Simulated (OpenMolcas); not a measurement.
# C3H8Si (SMILES CC(C)[SiH]): levels of theory compared

Wanted: a comparison of 6 runs (HF/3-21G, B3LYP/6-31G*, M06-L/6-31G*, TPSS/6-31G*, MP2/6-31G*, CCSD(T)/6-31G*) of C3H8Si. 

Program for the calculation: OpenMolcas 26.06.

1 further run of the same task is left out (set aside as unsound or not needed).

## Step 1: Starting point

C3H8Si has 12 atoms, charge 0, and is taken as a singlet. As SMILES, `CC(C)[SiH]`. The Si4–H12 distance was set to 1.988 Å, away from the relaxed value. At this shape a bond of the SMILES string is far longer than usual.

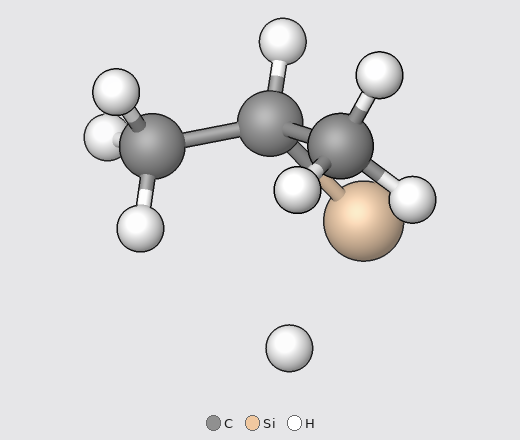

The structure, seen from a chosen angle (carbon grey, silicon light orange, hydrogen white).

## Step 2: The energy at HF/3-21G (run 1)

mol.input

```
&GATEWAY
BasLib = $CurrDir
Coord
12
angstrom
C       -0.041357       0.541865      -1.242623
C        0.309343      -0.801435      -0.640023
C        1.001643      -0.722635       0.724277
Si      -0.957257      -1.870835       0.287777
H       -0.628357       0.422365      -2.156323
H       -0.638857       1.133765      -0.544223
H        0.851943       1.121265      -1.502223
H        0.905943      -1.399535      -1.330223
H        0.962143       0.280765       1.145177
H        0.496443      -1.376035       1.518777
H        2.019243      -1.112635       0.728677
H       -1.874800      -0.288600       1.067000
Basis = 3-21G
Group = NoSym
&SEWARD
&SCF
Thresholds = 1e-10 1e-07 1e-07 1e-05
PrOrbitals = 1 1
```

The basis set 3-21G is read from a file made from the Basis Set Exchange's data (not shown).

Command:

```console
$ export MOLCAS_MEM=1860
$ pymolcas mol.input > mol.log
```

The program printed:

```text
--- Start Module: gateway ---
[...]
--- Stop Module: gateway /rc=_RC_ALL_IS_WELL_ ---
--- Start Module: seward ---
[...]
      Basis functions           56
--- Stop Module: seward /rc=_RC_ALL_IS_WELL_ ---
--- Start Module: scf ---
[...]
       Convergence after  13 Iterations
[...]
::    Total SCF energy                               -404.9097092617
[...]
      Total spin, S                                     0.0000000000
[...]
      Total electronic charge=   40.000000
      Total            charge=   -0.000000
[...]
      Dipole Moment (debye):
      Origin of the operator (angstrom)=   -0.1310   -0.9072   -0.0962
                   X=  1.9451E+00               Y=  3.6088E-01               Z= -8.0357E-01           Total=  2.1353E+00
      Quadrupole Moment (debye*angstrom):
[...]
--- Stop Module: scf /rc=_RC_ALL_IS_WELL_ ---
[...]
```

It took 2.4 s on 1 thread of Intel Xeon Platinum 8375C at 2.90GHz (Ice Lake), shared host; peak memory 0.39 GiB.

## Step 3: The energy at B3LYP/6-31G(d) (spherical functions) (run 2)

test.input

```
* C3H8Si Kohn-Sham DFT

&GATEWAY
 BasLib
 $CurrDir
 BasisSet
 C.6-31Gs....
 C1 -0.041357 0.541865 -1.242623 angstrom
 C2 0.309343 -0.801435 -0.640023 angstrom
 C3 1.001643 -0.722635 0.724277 angstrom
 End of Basis
 BasisSet
 Si.6-31Gs....
 Si4 -0.957257 -1.870835 0.287777 angstrom
 End of Basis
 BasisSet
 H.6-31Gs....
 H5 -0.628357 0.422365 -2.156323 angstrom
 H6 -0.638857 1.133765 -0.544223 angstrom
 H7 0.851943 1.121265 -1.502223 angstrom
 H8 0.905943 -1.399535 -1.330223 angstrom
 H9 0.962143 0.280765 1.145177 angstrom
 H10 0.496443 -1.376035 1.518777 angstrom
 H11 2.019243 -1.112635 0.728677 angstrom
 H12 -1.874800 -0.288600 1.067000 angstrom
 End of Basis

&SEWARD
 GridInput
 Grid=UltraFine
 End of Grid

&SCF
 KSDFT
 B3LYP
 Thresholds
 1e-10 1e-07 1e-07 1e-05
 PrOrbitals
 1
```

The basis set 6-31G* is read from a file made from the Basis Set Exchange's data (not shown).

Command:

```console
$ export MOLCAS_MEM=1860
$ pymolcas test.input > test.log
```

The program printed:

```text
--- Start Module: gateway ---
[...]
--- Stop Module: gateway /rc=_RC_ALL_IS_WELL_ ---
--- Start Module: seward ---
[...]
      Basis functions           76
--- Stop Module: seward /rc=_RC_ALL_IS_WELL_ ---
[...]
--- Start Module: scf ---
[...]
       Convergence after  14 Iterations
[...]
::    Total KS-DFT energy                            -408.5275623195
[...]
      Total spin, S                                     0.0000000000
[...]
      Total electronic charge=   40.000000
      Total            charge=   -0.000000
[...]
      Dipole Moment (debye):
      Origin of the operator (angstrom)=   -0.1310   -0.9072   -0.0962
                   X=  2.1627E+00               Y=  3.3574E-01               Z= -7.2352E-01           Total=  2.3051E+00
      Quadrupole Moment (debye*angstrom):
[...]
--- Stop Module: scf /rc=_RC_ALL_IS_WELL_ ---
[...]
```

Run time: 26 s. Hardware: 1 thread of Intel Xeon Platinum 8375C at 2.90GHz (Ice Lake), shared host; peak memory 0.43 GiB.

## Step 4: The energy at M06-L/6-31G(d) (spherical functions) (run 3)

calc.input

```
&GATEWAY
BasLib
$CurrDir
Coord
12
angstrom
C       -0.041357       0.541865      -1.242623
C        0.309343      -0.801435      -0.640023
C        1.001643      -0.722635       0.724277
Si      -0.957257      -1.870835       0.287777
H       -0.628357       0.422365      -2.156323
H       -0.638857       1.133765      -0.544223
H        0.851943       1.121265      -1.502223
H        0.905943      -1.399535      -1.330223
H        0.962143       0.280765       1.145177
H        0.496443      -1.376035       1.518777
H        2.019243      -1.112635       0.728677
H       -1.874800      -0.288600       1.067000
Basis
6-31Gs
Group
NoSym
&SEWARD
GridInput
Grid=UltraFine
End of Grid
&SCF
KSDFT
M06L
Thresholds
1e-10 1e-07 1e-07 1e-05
PrOrbitals
1 1
```

The basis set 6-31G* is read from a file made from the Basis Set Exchange's data (not shown).

Command:

```console
$ export MOLCAS_MEM=1860
$ pymolcas calc.input > calc.log
```

The program printed:

```text
--- Start Module: gateway ---
[...]
--- Stop Module: gateway /rc=_RC_ALL_IS_WELL_ ---
--- Start Module: seward ---
[...]
      Basis functions           76
--- Stop Module: seward /rc=_RC_ALL_IS_WELL_ ---
[...]
--- Start Module: scf ---
[...]
       Convergence after  15 Iterations
[...]
::    Total KS-DFT energy                            -408.4773677209
[...]
      Total spin, S                                     0.0000000000
[...]
      Total electronic charge=   40.000000
      Total            charge=   -0.000000
[...]
      Dipole Moment (debye):
      Origin of the operator (angstrom)=   -0.1310   -0.9072   -0.0962
                   X=  2.1846E+00               Y=  3.2585E-01               Z= -7.9202E-01           Total=  2.3465E+00
      Quadrupole Moment (debye*angstrom):
[...]
--- Stop Module: scf /rc=_RC_ALL_IS_WELL_ ---
[...]
```

Run time: 38 s. Hardware: 1 thread of Intel Xeon Platinum 8375C at 2.90GHz (Ice Lake), shared host; peak memory 0.43 GiB.

Runs 4 to 5 aren't shown in full; the table further down has their settings and results.

## Step 5: The energy at CCSD(T)/6-31G(d) (spherical functions) (run 6)

run.inp

```
&GATEWAY
 BASLIB=$CurrDir
 COORD
 12
 angstrom
 C       -0.041357       0.541865      -1.242623
 C        0.309343      -0.801435      -0.640023
 C        1.001643      -0.722635       0.724277
 Si      -0.957257      -1.870835       0.287777
 H       -0.628357       0.422365      -2.156323
 H       -0.638857       1.133765      -0.544223
 H        0.851943       1.121265      -1.502223
 H        0.905943      -1.399535      -1.330223
 H        0.962143       0.280765       1.145177
 H        0.496443      -1.376035       1.518777
 H        2.019243      -1.112635       0.728677
 H       -1.874800      -0.288600       1.067000
 BASIS=6-31Gs
 GROUP=NoSym

&SEWARD

&SCF
 THRESHOLDS=1e-10 1e-07 1e-07 1e-05
 PRORBITALS=1 1

&RASSCF
 FILEORB=$Project.ScfOrb
 SPIN=1
 NACTEL=0 0 0
 INACTIVE=20
 RAS2=0
 OUTORBITALS=Canonical
 ORBLISTING=NoCore

&MOTRA
 JOBIPH
 FROZEN=8

&CCSDT
 CCT
 TRIPLES=2
 ITERATIONS=80
 ACCURACY=1e-08
 EXTRAPOLATION=5 4
```

The basis set 6-31G* is read from a file made from the Basis Set Exchange's data (not shown).

Command:

```console
$ export MOLCAS_MEM=1860
$ pymolcas run.inp > run.log
```

The program printed:

```text
--- Start Module: gateway ---
[...]
--- Stop Module: gateway /rc=_RC_ALL_IS_WELL_ ---
[...]
      Basis functions           76
[...]
       Convergence after  13 Iterations
[...]
::    Total SCF energy                               -407.0590470259
[...]
      Total spin, S                                     0.0000000000
[...]
      Number of active orbitals                  0
[...]
      Spin quantum number                      0.0
[...]
      Active orbitals                            0
[...]
      Number of CSFs                             1
[...]
      Number of root(s) required                 1
[...]
      Convergence after  4 iterations
[...]
      Natural orbitals and occupation numbers for root  1
      ************************************************************************************************************************
      *                                                    Final results                                                     *
      ************************************************************************************************************************
[...]
::    RASSCF root number  1 Total energy:   -407.05904703
[...]
      Total electronic charge=   40.000000
      Total            charge=   -0.000000
[...]
      Dipole Moment (debye):
      Origin of the operator (angstrom)=   -0.1310   -0.9072   -0.0962
                   X=  2.1952E+00               Y=  1.9845E-01               Z= -8.6289E-01           Total=  2.3671E+00
      Quadrupole Moment (debye*angstrom):
[...]
--- Start Module: motra ---
[...]
--- Stop Module: motra /rc=_RC_ALL_IS_WELL_ ---
--- Start Module: ccsdt ---
[...]
      Convergence after                    15  Iterations
      Total energy (diff) :    -407.59186181       0.00000001
[...]
 METHOD                       : CCSD+T(CCSD)+<T3(1)WT1> = CCSD(T)
[...]
       CCSD     =      -407.5918618137616
[...]
```

Run time: 27 s. Hardware: 1 thread of Intel Xeon Platinum 8375C at 2.90GHz (Ice Lake), shared host; peak memory 0.43 GiB.

## Step 6: Overview of the runs

```
run                                 level  integration grid  frozen core orbitals  energy (Eh)  dipole moment (D) of the reference  HOMO energy (eV)  LUMO energy (eV)  wall time
  1                              HF/3-21G                 –                     –  -404.909709                                2.14             -8.46              1.81      2.4 s
  2    B3LYP/6-31G* (spherical functions)         UltraFine                     –  -408.527562                                2.31             -5.97             -1.59       26 s
  3    M06-L/6-31G* (spherical functions)         UltraFine                     –  -408.477368                                2.35             -5.36             -2.01       38 s
  4     TPSS/6-31G* (spherical functions)         UltraFine                     –  -408.552092                                2.46             -5.30             -2.18       41 s
  5      MP2/6-31G* (spherical functions)                 –                     8  -407.532689                                2.37             -8.51              1.74      4.8 s
  6  CCSD(T)/6-31G* (spherical functions)                 –                     8  -407.608777                                2.37             -8.51              1.74       27 s
```

## Step 7: Outcome

| quantity | value |
| --- | --- |
| run 6: total energy | -407.60878 Eh |
| run 6: dipole moment (mean-field density) | 2.37 D |
| run 6: HOMO energy (Hartree–Fock orbitals) | -8.51 eV |
| run 6: LUMO energy (Hartree–Fock orbitals) | 1.74 eV |
| run 6: HOMO–LUMO gap (Hartree–Fock orbitals) | 10.26 eV |
| run 6: correlation energy (8 core orbitals frozen) | -549.7 mEh |
| run 6: (T) correction | -16.91 mEh |

In words: Over runs 1, 2, 3, 4 the dipole moment (its size) runs from 2.14 D (HF/3-21G) to 2.46 D (TPSS/6-31G*). The two ends differ in method and basis. Over runs 1, 2, 3, 4 the HOMO–LUMO gap runs from 3.12 eV (TPSS/6-31G*) to 10.27 eV (HF/3-21G). Totals of different functionals can't be ranked against each other. All runs together took 2.3 min, the longest 41 s.
